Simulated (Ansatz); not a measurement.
## Be4Bi2O (built on the sites of a database entry of Ca4Bi2O): a soft mode frozen in

Which phase does Be4Bi2O (built on the sites of a database entry of Ca4Bi2O) fall into along its unstable mode, and how much energy does it gain?

Calculated with Ansatz 0.2.0; DFT PBEsol, scalar-relativistic, plane waves, PAW.

The structure was built from a prototype and need not be the compound's stable phase.

### Step 1. The starting structure

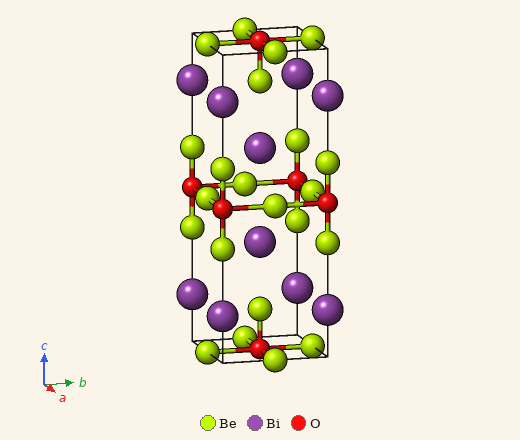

Start, viewed slightly off an axis; beryllium green, bismuth purple, oxygen red. This picture shows the conventional cell, with its axes. Some periodic images of atoms are drawn too.

### Step 2. The dispersion

The cell comes from relaxations at this level that are not shown. Stability and thermal properties need the whole zone. Linear response on a 2×2×2 q mesh gives force constants as far as a supercell of that size would.

File input.yaml:

```yaml
crystal:
  lattice:
    - [-2.0757496891, 2.0757496891, 5.9826857501]
    - [2.0757496891, -2.0757496891, 5.9826857501]
    - [2.0757496891, 2.0757496891, -5.9826857501]
  atoms:
    - { symbol: Be, position: [0.3699222426, 0.3699222426, 0.0] }
    - { symbol: Be, position: [0.5, 0.0, 0.5] }
    - { symbol: Be, position: [0.6300777574, 0.6300777574, 0.0] }
    - { symbol: Be, position: [0.0, 0.5, 0.5] }
    - { symbol: Bi, position: [0.1523523208, 0.1523523208, 0.0] }
    - { symbol: Bi, position: [0.8476476792, 0.8476476792, 0.0] }
    - { symbol: O, position: [0.5, 0.5, 0.0] }
kpoints:
  mp_grid: { grid: [12, 12, 12] }
hamiltonian:
  xc: pbesol
scf:
  occupations: { method: methfessel_paxton, width: 0.2 }
output:
  eigenvalues: true
phonons:
  method: dfpt
  qmesh: [2, 2, 2]
  temperatures: { t_max: 1000, t_step: 50 }
  qpath:
    path:
      - [[0.0, 0.0, 0.0], [0.0, 0.0, 0.5], [0.25, 0.25, 0.25], [0.0, 0.5, 0.0], [0.0, 0.0, 0.0], [0.5, 0.5, -0.5], [0.28009522, 0.71990478, -0.28009522]]
      - [[-0.28009522, 0.28009522, 0.28009522], [0.0, 0.0, 0.0]]
      - [[0.0, 0.0, 0.5], [-0.06019045, 0.06019045, 0.5]]
      - [[0.5, 0.5, -0.06019045], [0.5, 0.5, -0.5]]
    npoints: 10
```

On the command line:

```bash
$ ansatz run input.yaml --threads 8 --pin off --max-ram 14336MiB --backend cpu --events-out ev --progress --plain --runs-dir out
```

Numbers of over 12 decimals in the logs are rounded to 6 here.

Log:

```text
Warning: phonons: the dynamical matrix that this run interpolates holds no multipole term above the dipole-dipole one, and a site of this crystal is no centre of inversion, so its interpolated transverse optical and acoustic branches and sound speeds can stay off near Gamma, and the density of states and the thermodynamics with them. What a run solves at a wave vector of phonons.qpoints, Gamma apart, where the deck admits one, is free of this, and under fd what a larger phonons.supercell samples
Engine: ansatz 0.2.0, x86_64-unknown-linux-gnu
Pseudopotentials: kind: paw
Pseudopotential: Be, paw, valence charge 2, recommended cutoff 420 eV (normal), Be.paw.azcp
Pseudopotential: Bi, paw, valence charge 15, recommended cutoff 420 eV (normal), Bi.paw.azcp
Pseudopotential: O, paw, valence charge 6, recommended cutoff 420 eV (normal), O.paw.azcp
Functional definition: PBEsol
  exchange = pbesol_x
  correlation = pbesol_c
Crystal: 7 atoms, lattice volume = 103.111 Å³
Basis set: ecut = 420 eV, 2007 PW (Γ), exchange–correlation on 90×90×90 points (8 copies of the dense FFT grid, shifted against one another)
Bands: 29, of which v1, the nominal top of the filled ones, is band 22 counted from 1 (21 counted from 0)
Symmetry: 16 space group operations
k-points: 163 of 1728
Non-local potential: Be, projectors of the file, l = 0: 2, l = 1: 2, l = 2: 1
Non-local potential: Bi, projectors of the file, l = 0: 2, l = 1: 2, l = 2: 2, l = 3: 2
Non-local potential: O, projectors of the file, l = 0: 2, l = 1: 2, l = 2: 1
PAW form: soft (Blöchl's): semilocal exchange-correlation on the pseudo side does not see the compensation charge
PAW frozen core: Be, regenerated for the run's functional, and the local potential with it (the file was generated under x = pbe(κ = 0.804, μ = 0.219515), c = pbe(β = 0.066725))
PAW frozen core: Bi, regenerated for the run's functional, and the local potential with it (the file was generated under x = pbe(κ = 0.804, μ = 0.219515), c = pbe(β = 0.066725))
PAW frozen core: O, regenerated for the run's functional, and the local potential with it (the file was generated under x = pbe(κ = 0.804, μ = 0.219515), c = pbe(β = 0.066725))
PAW one-centre angular grid: Be, 110 points (default); XC on 64 Gauss nodes
PAW one-centre angular grid: Bi, 590 points (default); XC on 64 Gauss nodes
PAW one-centre angular grid: O, 110 points (default); XC on 64 Gauss nodes
Initial density: superposition of atomic densities (neutral atoms: chi_scale 0, normalization atom), corrected by the library's trained network
Initial wavefunctions: pseudopotential atomic-orbital guess
Functional: x = pbesol(κ = 0.804, μ = 0.123457), c = pbesol(β = 0.046)
SCF iter   1: F=—  HF=-25404.267266 eV  |F-HF|=—  |Δ(HF+E_count)|=         —  Δρ=9.23e-3  dr2=1.18e-1  ethr=1.77e-3  ⟨swp⟩=7.1  Hψ=24562  notcnv=0
preconditioner: auto → Kerker (q_TF=auto, 2.367 Å⁻¹)  [metal: Δε(μ)=0.007 eV  Ē_g=17.084 eV  σ=0.200 eV  W_gap=0.03  n_scr=24 (ndim 8)  ℏωp=24.3 eV  f_vac=0.000  D(μ)=0.90/eV (n_scr^D=2)]
SCF iter   2: F=—  HF=-25404.238018 eV  |F-HF|=—  |Δ(HF+E_count)|=   2.92e-2  S|Δr|=    0.00e0  Δρ=3.51e-3  dr2=2.36e-2  ethr=2.69e-4  ⟨swp⟩=2.1  Hψ=6994  notcnv=0
SCF iter   3: F=—  HF=-25404.232813 eV  |F-HF|=—  |Δ(HF+E_count)|=   5.21e-3  S|Δr|=    0.00e0  Δρ=1.77e-3  dr2=7.24e-3  ethr=5.36e-5  ⟨swp⟩=1.5  Hψ=5243  notcnv=0
SCF iter   4: F=—  HF=-25404.230675 eV  |F-HF|=—  |Δ(HF+E_count)|=   2.14e-3  S|Δr|=    0.00e0  Δρ=3.61e-4  dr2=1.42e-4  ethr=1.64e-5  ⟨swp⟩=2.5  Hψ=7045  notcnv=0
SCF iter   5: F=—  HF=-25404.230638 eV  |F-HF|=—  |Δ(HF+E_count)|=   3.67e-5  S|Δr|=    0.00e0  Δρ=8.60e-5  dr2=1.23e-5  ethr=3.23e-7  ⟨swp⟩=2.6  Hψ=8104  notcnv=0
SCF iter   6: F=—  HF=-25404.230645 eV  |F-HF|=—  |Δ(HF+E_count)|=   7.34e-6  S|Δr|=    0.00e0  Δρ=3.48e-5  dr2=2.20e-6  ethr=2.79e-8  ⟨swp⟩=2.8  Hψ=8313  notcnv=0
SCF iter   7: F=—  HF=-25404.230671 eV  |F-HF|=—  |Δ(HF+E_count)|=   2.60e-5  S|Δr|=    0.00e0  Δρ=7.66e-6  dr2=1.36e-7  ethr=4.99e-9  ⟨swp⟩=2.4  Hψ=6061  notcnv=0
SCF iter   8: F=—  HF=-25404.230671 eV  |F-HF|=—  |Δ(HF+E_count)|=   2.67e-9  S|Δr|=    0.00e0  Δρ=2.36e-6  dr2=1.08e-8  ethr=3.08e-10  ⟨swp⟩=2.0  Hψ=5454  notcnv=0
SCF iter   9: F=—  HF=-25404.230671 eV  |F-HF|=—  |Δ(HF+E_count)|=  4.58e-10  S|Δr|=    0.00e0  Δρ=7.00e-7  dr2=5.29e-10  ethr=2.45e-11  ⟨swp⟩=2.1  Hψ=6554  notcnv=0
SCF iter  10: F=—  HF=-25404.230671 eV  |F-HF|=—  |Δ(HF+E_count)|=  5.09e-11  S|Δr|=    0.00e0  Δρ=1.54e-7  dr2=3.25e-11  ethr=1.20e-12  ⟨swp⟩=2.1  Hψ=8003  notcnv=0
[...]
SCF 1 converged in 11 iterations: F = -25404.230671 eV  dr2 = 3.76e-12
  greatest PAW one-centre occupation: 0.987 electrons in one spin orbital (limit 2), on the Bi atom at site 5 (counted from 0), in its partial waves of l = 2
Initial density: read from a saved state, or passed on in memory by an earlier SCF of this step, an earlier step, the calling program or the single point that the run made first
[...]
SCF iter   1: F=—  HF=-25404.230643 eV  |F-HF|=—  |Δ(HF+E_count)|=         —  Δρ=3.69e-6  dr2=7.57e-9  ethr=9.97e-7  ⟨swp⟩=3.2  Hψ=36425  notcnv=0
eigensolver tolerance schedule: the retry pair's looser diagonalisation over-reported the residual by 57918.08 of it (diagonalisation noise at an unbounded share of the residual, at the tolerance the schedule requests for it); recorded, not acted on — ethr = c·dr2/N_el stays at c = 1.0e-1
preconditioner: auto → Kerker (q_TF=auto, 2.367 Å⁻¹)  [metal: Δε(μ)=0.029 eV  Ē_g=17.069 eV  σ=0.200 eV  W_gap=0.12  n_scr=24 (ndim 8)  ℏωp=24.3 eV  f_vac=0.000  D(μ)=0.95/eV (n_scr^D=2)]
SCF iter   2: F=—  HF=-25404.230671 eV  |F-HF|=—  |Δ(HF+E_count)|=   2.83e-5  S|Δr|=    0.00e0  Δρ=2.13e-6  dr2=2.68e-9  ethr=1.72e-11  ⟨swp⟩=3.9  Hψ=13358  notcnv=0
SCF iter   3: F=—  HF=-25404.230671 eV  |F-HF|=—  |Δ(HF+E_count)|=  8.59e-10  S|Δr|=    0.00e0  Δρ=1.36e-6  dr2=1.05e-9  ethr=6.10e-12  ⟨swp⟩=2.0  Hψ=7388  notcnv=0
SCF iter   4: F=—  HF=-25404.230671 eV  |F-HF|=—  |Δ(HF+E_count)|=  3.60e-10  S|Δr|=    0.00e0  Δρ=7.80e-7  dr2=3.38e-10  ethr=2.39e-12  ⟨swp⟩=2.0  Hψ=6921  notcnv=0
SCF iter   5: F=—  HF=-25404.230671 eV  |F-HF|=—  |Δ(HF+E_count)|=  5.09e-11  S|Δr|=    0.00e0  Δρ=5.96e-7  dr2=1.96e-10  ethr=1.00e-12  ⟨swp⟩=1.0  Hψ=4727  notcnv=0
SCF iter   6: F=—  HF=-25404.230671 eV  |F-HF|=—  |Δ(HF+E_count)|=  6.18e-11  S|Δr|=    0.00e0  Δρ=4.67e-7  dr2=1.23e-10  ethr=1.00e-12  ⟨swp⟩=1.0  Hψ=4727  notcnv=0
SCF iter   7: F=—  HF=-25404.230671 eV  |F-HF|=—  |Δ(HF+E_count)|=  7.28e-12  S|Δr|=    0.00e0  Δρ=3.71e-7  dr2=7.67e-11  ethr=1.00e-12  ⟨swp⟩=1.0  Hψ=4727  notcnv=0
SCF iter   8: F=—  HF=-25404.230671 eV  |F-HF|=—  |Δ(HF+E_count)|=  2.91e-11  S|Δr|=    0.00e0  Δρ=2.66e-7  dr2=3.96e-11  ethr=1.00e-12  ⟨swp⟩=1.0  Hψ=4727  notcnv=0
SCF iter   9: F=—  HF=-25404.230671 eV  |F-HF|=—  |Δ(HF+E_count)|=  7.28e-12  S|Δr|=    0.00e0  Δρ=1.52e-7  dr2=1.31e-11  ethr=1.00e-12  ⟨swp⟩=1.0  Hψ=4727  notcnv=0
SCF iter  10: F=-25404.230671 eV  HF=-25404.230671 eV  |F-HF|=3.64e-12  |Δ(HF+E_count)|=  7.28e-12  S|Δr|=    0.00e0  Δρ=4.41e-9  dr2=2.34e-14  ethr=1.00e-12  ⟨swp⟩=3.0  Hψ=9301  notcnv=0
SCF 2 converged in 10 iterations: F = -25404.230671 eV  dr2 = 2.34e-14
phonons: the bands overlap, so this run is a metal and interpolates without the dipole-dipole term. If the crystal is really an insulator or semiconductor, its LO-TO splitting is missing
NSCF: frozen V_eff on 163 k-points
WARN: eigensolver did not converge in 10 slots of this pass, the one above among them; of largest residual over every band (k=48): 1 band(s) unlocked (lowest unlocked band 28, counted from 0; max residual 2.16e-3 eV among the unlocked bands, 2.16e-3 eV over every band); of lowest unlocked band (k=0): band 28
NSCF: frozen V_eff on 280 k-points
DFPT response loops at q = (0, 0, 0) (fractional): preconditioner auto → Kerker (q_TF=auto, 2.367 Å⁻¹) (partly filled bands, converged f_vac=0.000); β = 1.00, the filter's whole step (`scf.mixing.beta` (0.50) is not read by the response loops under this deck's `scf.mixing.preconditioner`; to damp them name `kerker` or `kerker_dos`, under which they read `scf.mixing.beta`, and type it under 1.00, their step now; both keys bind the ground state too); Broyden in place of MSR1
NSCF: frozen V_eff on 952 k-points
DFPT response loops at q = (0, 0, -0.5) (fractional): mixed as the last ones told, above
NSCF: frozen V_eff on 952 k-points
DFPT response loops at q = (0, -0.5, 0) (fractional): mixed as the last ones told, above
NSCF: frozen V_eff on 560 k-points
DFPT response loops at q = (-0.5, -0.5, -0.5) (fractional): mixed as the last ones told, above
SCF converged after 11 iterations
Stability not checked: this state was not tested for a lower state beside it, because cold or Methfessel-Paxton smearing, or corrected tetrahedra, fill the levels in a way that the test cannot read (fill_not_monotonic; see scf.lower_state_search)
Free energy (F): -25404.230671 eV
Harris-Foulkes:  -25404.230671 eV  (|F-HF|=3.64e-12)
Internal energy: -25404.230905 eV  (E = F + TS)
E sigma→0 (E₀):  -25404.230730 eV
Entropy (-TS):   0.000233 eV (0.033 meV/atom)
Fermi energy:    10.861434 eV
--- Per-component energies (eV) ---
  E_band       = -158.366919
  E_kinetic    = 860.072038
  E_local      = -3379.356991  (includes V_loc(G=0)·N_el)
  E_nonlocal   = 1186.678254
  E_hartree    = 1126.341375
  E_xc         = -449.012434
  E_vxc        = -461.963863  (∫ρ·V_xc dr)
  E_paw        = -21401.237544  (= ΣΔE_a)
  E_vpaw       = -616.480675  (= ΣTr[D̂ρ^β])
  E_aug_tail   = 0.001557  (compensation charges beyond the density's cutoff)
  E_ewald      = -3347.970077
  E_core_change = 0.252918  (= ΣΔE_core)
  E_smearing   = 0.000233  (= −TS)
  E_closure    = -0.000000  (closes the sum)
  Σ components = -25404.230671   (vs F -25404.230671, Δ=0.00e0)
--- Band table (eV; the first three rows and the last of 163) ---
  k-point 0: bands = [... 18 lower, 8.3535, 8.4655, 9.8904, 9.8904, 10.7094, 11.5479, 11.8790, 14.5929, ... 3 higher]
  k-point 1: bands = [... 18 lower, 7.9318, 8.9988, 9.4571, 9.4575, 11.3560, 12.3556, 12.4397, 14.1623, ... 3 higher]
  k-point 2: bands = [... 18 lower, 7.1225, 7.7609, 8.9679, 10.7570, 12.4620, 12.7760, 13.5358, 13.6632, ... 3 higher]
  k-point 162: bands = [... 18 lower, 8.5651, 8.5651, 10.2584, 10.2584, 10.5139, 10.6533, 12.4064, 12.9351, ... 3 higher]
--- Phonons (Γ-DFPT): 9 representative perturbations + reference (Σ response iterations 29) ---
  ASR residual: 1.153e-4 → 0.000e0 eV/Å²; symmetrization residual: 3.011e-6 eV/Å²
  ASR residual per site (eV/Å²): 1.64e-5 5.44e-5 1.64e-5 5.44e-5 2.81e-5 2.81e-5 1.15e-4
  Γ frequencies (cm⁻¹): -441.99 -441.99 -225.16 -225.16 -208.36 -208.36 0.00 0.00 0.00 80.62 80.62 122.32 150.96 150.96 238.60 260.84 263.45 263.45 372.60 695.38 934.87
--- Phonons (arbitrary-q DFPT): 4 irreducible q on the 2×2×2 mesh ---
  q = [0.0000, 0.0000, 0.0000] (star 1, of the zone-centre solve; hermiticity 2.12e-7, symmetrization 5.15e-14): -441.99 -441.99 -225.16 -225.16 -208.36 -208.36 -0.00 -0.00 0.00 80.62 80.62 122.32 150.96 150.96 238.60 260.84 263.45 263.45 372.60 695.38 934.87
  q = [0.0000, 0.0000, -0.5000] (star 2, 9 solved perturbations in 3696 linear systems a pass and spin channel, the states on 476 of 1728 k-point pairs; hermiticity 1.57e-7, symmetrization 6.17e-14): -279.57 -238.40 -217.82 -177.12 -159.61 -92.19 -66.53 71.59 75.95 89.04 100.37 110.01 117.66 203.22 238.64 252.41 252.58 252.65 342.52 724.53 938.00
  q = [0.0000, -0.5000, 0.0000] (star 4, 15 solved perturbations on 476 of 1728 k-point pairs; hermiticity 1.98e-7, symmetrization 5.63e-14): -430.71 -179.93 -128.67 -33.33 24.91 50.82 52.23 67.87 70.06 83.85 98.72 106.30 160.93 214.44 217.89 265.41 279.03 369.19 371.81 729.16 921.37
  q = [-0.5000, -0.5000, -0.5000] (star 1, 9 solved perturbations in 2169 linear systems a pass and spin channel, the states on 280 of 1728 k-point pairs; hermiticity 1.99e-7, symmetrization 7.83e-14): -443.10 -443.10 -219.24 -219.24 -208.13 -208.13 48.22 48.22 61.75 61.75 94.93 106.62 175.66 175.66 219.74 234.35 269.68 269.68 405.59 707.55 957.31
  sum rule: each row above includes the acoustic sum rule's correction from the zone centre's row sums; it moved no ω² by more than (1.40 cm⁻¹)²
  mesh force constants: q→R imaginary residual 2.65e-18; ASR residual 1.153e-4 → 0.000e0 eV/Å²; symmetrization residual 1.066e-14 eV/Å²
  interpolated dispersion: 94 rows × 21 modes
  density of states and harmonic sums: on the 16×16×22 q-mesh, interpolated from the force constants of a 2×2×2 supercell (no non-analytic term)
  largest difference from the sums on the solved wave vectors: F 8.61e-2 eV, S 1.25e-4 and C_V 3.87e-5 eV/K
  zero-point energy: 0.239519 eV/cell   skipped modes (ω ≤ 0): 8835, of them read as no rigid motion or as one in doubt: 8832 (6.077e0 modes/cell left out, lowest -443.10 cm⁻¹)   left out of the sums: 2.89e-1 of the cell's modes: C_V's classical limit lies that fraction below 3 k_B per atom; for a crystal, a wire or a layer, F and S can be off by more, and a phonons.interpolated_qmesh denser along its periods is the remedy for the sampling
```

Elapsed: 13 min, on 8 threads of AMD EPYC 7R43, shared host; peak memory 4 GiB; 1.7 h of CPU time.

Numbers from this step:

| Item | Value |
| --- | --- |
| volume per atom | 14.73 Å³ |
| gap on the k-mesh | 0 eV |
| sum-rule residual before enforcement | 1.15e-4 eV/Å² |
| lowest frequency on the path | -443.1 cm⁻¹ |
| point group | 4/mmm |
| highest frequency on the path or at a solved wavevector | 957.3 cm⁻¹ |
| highest optical mode at the zone centre (no LO-TO term) | 934.9 cm⁻¹ |
| lowest optical zone-centre mode | -442.0 cm⁻¹ |
| lowest mode on the q mesh (acoustic modes at Γ apart) | -443.1 cm⁻¹ |

Frequencies (cm⁻¹) solved at each irreducible wavevector; negative means imaginary. Frequencies by wavevector, by row:

```csv
q in reciprocal lattice units,star,mode 1,mode 2,mode 3,mode 4,mode 19,mode 20,mode 21
0 0 0,1,-442,-442,-225.2,-225.2,372.6,695.4,934.9
0 0 -0.5,2,-279.6,-238.4,-217.8,-177.1,342.5,724.5,938
0 -0.5 0,4,-430.7,-179.9,-128.7,-33.3,371.8,729.2,921.4
-0.5 -0.5 -0.5,1,-443.1,-443.1,-219.2,-219.2,405.6,707.5,957.3
```

Interpolated from a 2×2×2 q mesh, rough between the solved points. The phonon branches at the labelled points (cm⁻¹):

```csv
point,branch 1,branch 2,branch 3,branch 4,branch 18,branch 19,branch 20,branch 21
Γ,-442,-442,-225,-225,264,373,695,935
X,-280,-238,-218,-177,253,342,724,938
P,-280,-229,-229,-168,253,345,724,938
N,-431,-180,-129,-33,369,372,729,921
Γ,-442,-442,-225,-225,264,373,695,935
M,-443,-443,-219,-219,270,406,708,957
S,-431,-224,-87,-76,348,368,729,924
jump to S0,-431,-224,-87,-76,348,368,729,924
Γ,-442,-442,-225,-225,264,373,695,935
jump to X,-280,-238,-218,-177,253,342,724,938
R,-297,-239,-191,-170,266,341,725,937
jump to G′,-297,-239,-191,-170,266,341,725,937
M,-443,-443,-219,-219,270,406,708,957
```

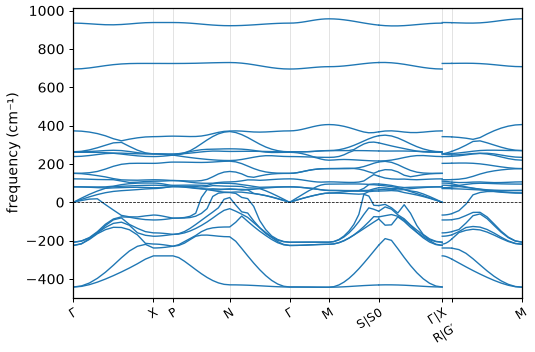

Phonon branches along the path.

Symmetry leaves 4 wavevectors to solve. The lowest mode among them, the acoustic zeros apart, lies at q = (-0.5, -0.5, -0.5) and is imaginary, 443.1i cm⁻¹, so the energy falls along it.

### Step 3. The mode frozen in, largest atomic shift 0 Å

The mode followed lies at q = (-0.5, -0.5, -0.5) with frequency 443.1i cm⁻¹ and is 2-fold degenerate, the softest among the wavevectors solved. At small amplitude the distorted cell has space group no. 63 by a symmetry search on the positions. The undistorted cell that holds it gives the zero of energy on the same k mesh.

System of this step: Be4Bi2O (built on the sites of a database entry of Ca4Bi2O). The structure is tetragonal, space group I4/mmm (No. 139). The conventional cell has a = 4.151 Å, b = 4.151 Å, c = 11.965 Å, α = 90.00°, β = 90.00°, γ = 90.00°. Be has 1 O at 1.56 Å nearest. Nearest to Be lie 2 O at 2.08 Å. Nearest to Bi lie 1 Be at 2.60 Å. Nearest to O lie 2 Be at 1.56 Å. Farther neighbours and most contacts between anions are not listed.

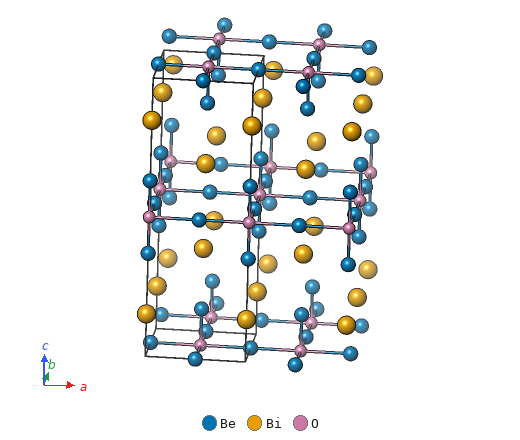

The cell of this step (beryllium blue, bismuth orange, oxygen pink). 2×2×1 cells are drawn. Some periodic images of atoms are drawn too.

File input.yaml:

```yaml
crystal:
  lattice:
    - [0.0, -4.1514993781, 0.0]
    - [-4.1514993781, 0.0, 0.0]
    - [0.0, 0.0, -11.9653715001]
  atoms:
    - { symbol: Be, position: [0.5, 0.5, 0.1300777574] }
    - { symbol: Be, position: [1.0, 1.0, 0.6300777574] }
    - { symbol: Be, position: [0.5, 0.0, 0.0] }
    - { symbol: Be, position: [0.0, 0.5, 0.5] }
    - { symbol: Be, position: [0.5, 0.5, 0.8699222426] }
    - { symbol: Be, position: [1.0, 1.0, 0.3699222426] }
    - { symbol: Be, position: [0.0, 0.5, 0.0] }
    - { symbol: Be, position: [0.5, 0.0, 0.5] }
    - { symbol: Bi, position: [0.0, 0.0, 0.8476476792] }
    - { symbol: Bi, position: [0.5, 0.5, 0.3476476792] }
    - { symbol: Bi, position: [0.5, 0.5, 0.6523523208] }
    - { symbol: Bi, position: [1.0, 1.0, 0.1523523208] }
    - { symbol: O, position: [0.5, 0.5, 0.0] }
    - { symbol: O, position: [1.0, 1.0, 0.5] }
kpoints:
  mp_grid: { grid: [8, 8, 4] }
hamiltonian:
  xc: pbesol
scf:
  occupations: { method: methfessel_paxton, width: 0.2 }
output:
  forces: true
  stress: true
  eigenvalues: true
```

Log:

```text
[...]
Crystal: 14 atoms, lattice volume = 206.223 Å³
Basis set: ecut = 420 eV, 4007 PW (Γ), exchange–correlation on 60×60×160 points (8 copies of the dense FFT grid, shifted against one another)
Bands: 58, of which v1, the nominal top of the filled ones, is band 44 counted from 1 (43 counted from 0)
Symmetry: 32 space group operations
[...]
k-points: 45 of 256
[...]
k-point 0: bands = [... 40 lower, 9.8893, 9.8893, 10.2587, 10.2587, 10.5111, 10.6554, 10.7063, 11.5484, ... 10 higher]
  k-point 1: bands = [... 40 lower, 9.9337, 9.9337, 10.1924, 10.1924, 10.5343, 10.6706, 11.1155, 11.6717, ... 10 higher]
  k-point 2: bands = [... 40 lower, 10.0523, 10.0523, 10.0523, 10.0523, 10.5966, 10.5966, 11.8512, 11.8512, ... 10 higher]
  k-point 44: bands = [... 40 lower, 7.8608, 7.8608, 8.1747, 8.1747, 11.5632, 11.5632, 11.9745, 11.9745, ... 10 higher]
[key lines of the parts left out:]
SCF converged after 8 iterations
Free energy (F): -50808.442293 eV
Fermi energy:    10.869861 eV
P = ⅓ Tr σ = -0.0272 GPa (-0.272 kbar)
```

The job ended after 4 s (8 threads; peak memory 1.1 GiB).

Numbers from this step:

```
pressure                         : -0.02718 GPa
energy from the undistorted cell : 0 meV/atom
```

The run ends at a pressure of -0.03 GPa, with forces up to 0.0039 eV/Å.

(Continued in part 2 of 3.)

[Logs are printed without paths, hosts, clocks, repeated set-up lines and the standing remarks that a program may print on its own settings, such as how far it seeks lower states.]

[Hosts, paths, dates, database ids (printed as entryN), source tags and the programs' standing remarks are cut or masked in the printed files.]
